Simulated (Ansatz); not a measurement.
Single-point calculation, with input and output: Si₂H₆O₃

Si₂H₆O₃, computed with RKS r2SCAN50/ANO-RCC-VTZP (Ansatz 0.2.0).

Some settings of this run were made unusual or wrong on purpose. The geometry comes from this level: PBE0-D4/def2-TZVP.

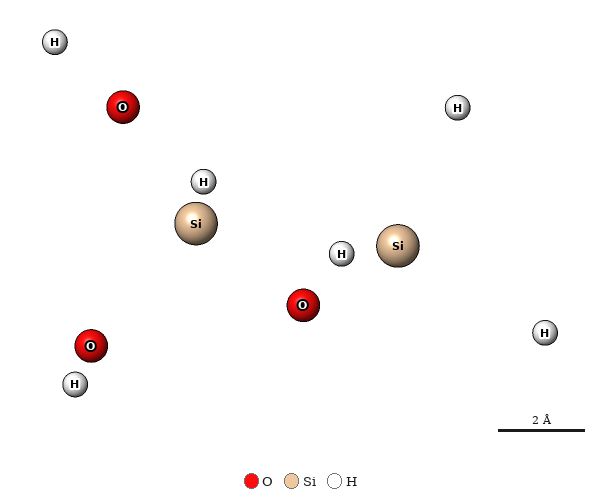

*The structure (ball-and-stick view, seen at a tilt). Sticks are drawn by distance; a stretched bond gets none, so the picture shows separate pieces.*

Input file:
```yaml
crystal:
  periodic: [false, false, false]
  atoms:
    - {symbol: O, position_ang: [-4.502150, 1.525121, 2.731087]}
    - {symbol: Si, position_ang: [-0.748811, 1.527379, 2.245573]}
    - {symbol: O, position_ang: [0.718829, -1.686333, 4.035208]}
    - {symbol: O, position_ang: [-0.827387, 1.202634, -1.321967]}
    - {symbol: Si, position_ang: [1.738125, -0.838593, -3.370762]}
    - {symbol: H, position_ang: [-5.291511, -0.671490, 1.570473]}
    - {symbol: H, position_ang: [-0.014789, 3.762664, 3.651300]}
    - {symbol: H, position_ang: [1.044449, -1.866864, 6.317665]}
    - {symbol: H, position_ang: [5.155763, -0.494867, -2.530081]}
    - {symbol: H, position_ang: [1.950525, 0.881267, -6.962908]}
    - {symbol: H, position_ang: [1.079251, -4.275235, -3.787071]}
basis:
  gaussian: {orbitals: ANO-RCC-VTZP, point_charges: [{charge: 2.00, position_ang: [5.660, -0.922, 0.399]}]}
hamiltonian: {xc: {name: r2SCAN50}}
scf: {lower_state_search: off}
output: {forces: true}
```

Machine: 4 threads of Arm Neoverse V2, 23 GiB of memory available, shared host.

Command:
```bash
ansatz run in.yaml --threads 4 --pin off --events-out ev --progress --plain --max-ram 10444MiB
```

The program's output:
```
Functional definition: r2SCAN50
  name "r2SCAN50"
  cite "Bursch, Neugebauer, Ehlert & Grimme, J. Chem. Phys. 156, 134105 (2022) doi:10.1063/5.0086040"
  cite "Furness, Kaplan, Ning, Perdew & Sun, J. Phys. Chem. Lett. 11, 8208 (2020) doi:10.1021/acs.jpclett.0c02405"
  cite "Furness, Kaplan, Ning, Perdew & Sun, J. Phys. Chem. Lett. 11, 9248 (2020) doi:10.1021/acs.jpclett.0c03077"
  parent r2scan
  parameter a = 0.5
  parameter k0 = 0.174
  parameter k1 = 0.065
  parameter a1 = 4.9479
  exchange = (1 - a)*r2scan_x(k0 = k0, k1 = k1, a1 = a1) + a*exact_x
  correlation = r2scan_c
these checks for a lower state are left out or cut short: stability, starts, cluster_reference, orbital_swaps, neighbouring_geometries, increment
1877 factors; their error is unknown
mean field evaluation 1: about -21893.0322 eV, gradient 1.4e2 eV
mean field evaluation 2: about -20047.1633 eV, gradient 3.9e2 eV
mean field evaluation 4: about -21801.3575 eV, gradient 1.7e2 eV
mean field evaluation 8: about -21972.4529 eV, gradient 1.3e1 eV
mean field evaluation 16: about -21978.4064 eV, gradient 7.5e-1 eV
mean field -21978.80684560 eV, -807.7062538054 hartree, gradient 2.2e-6 eV, S^2 0.000000; 0 other end points of the search recorded, 0 dependent functions left out
the calculation of the forces begins
reference -21978.80688100 eV, -807.7062551062 hartree; 29, 29 occupied and 213, 213 virtual orbitals, 1877 factors
Total energy: -21978.80688100 eV, -807.7062551062 hartree
Relativity: scalar
Atom 0 at    -4.502150     1.525121     2.731087 Å, force     0.155000    -0.666794    -0.410259 eV/Å
Atom 1 at    -0.748811     1.527379     2.245573 Å, force     0.178844     1.783693     1.450550 eV/Å
Atom 2 at     0.718829    -1.686333     4.035208 Å, force     0.278599     0.283622     1.381928 eV/Å
Atom 3 at    -0.827387     1.202634    -1.321967 Å, force     0.331023    -0.153328     0.155012 eV/Å
Atom 4 at     1.738125    -0.838593    -3.370762 Å, force    -0.027315    -0.839931    -0.568415 eV/Å
Atom 5 at    -5.291511    -0.671490     1.570473 Å, force     0.246819     0.663842     0.368528 eV/Å
Atom 6 at    -0.014789     3.762664     3.651300 Å, force    -0.691887    -2.130455    -1.364401 eV/Å
Atom 7 at     1.044449    -1.866864     6.317665 Å, force    -0.287850     0.174552    -1.798240 eV/Å
Atom 8 at     5.155763    -0.494867    -2.530081 Å, force    -0.169308    -0.531507     3.165804 eV/Å
Atom 9 at     1.950525     0.881267    -6.962908 Å, force    -0.015631    -0.242088     0.512160 eV/Å
Atom 10 at     1.079251    -4.275235    -3.787071 Å, force     0.301127     1.337014     0.186613 eV/Å
Dipole moment:    -4.453450     1.392008     0.143771 e Å
Checks for a lower state left out: stability, starts, cluster_reference, orbital_swaps, neighbouring_geometries, increment
```

Outcome:

| quantity | value |
| --- | --- |
| outcome | converged |
| total energy | −21978.8069 eV |
| largest force (length of the vector) | 3.215 eV/Å |
| dipole moment | 22.42 D |
| wall time | 50 s (CPU time 3.2 min) |
| peak memory | 1.3 GiB |

What went wrong:

The input was spoiled on purpose: apart. The run converged all the same; its numbers are those of the faulty input and shouldn't be used.
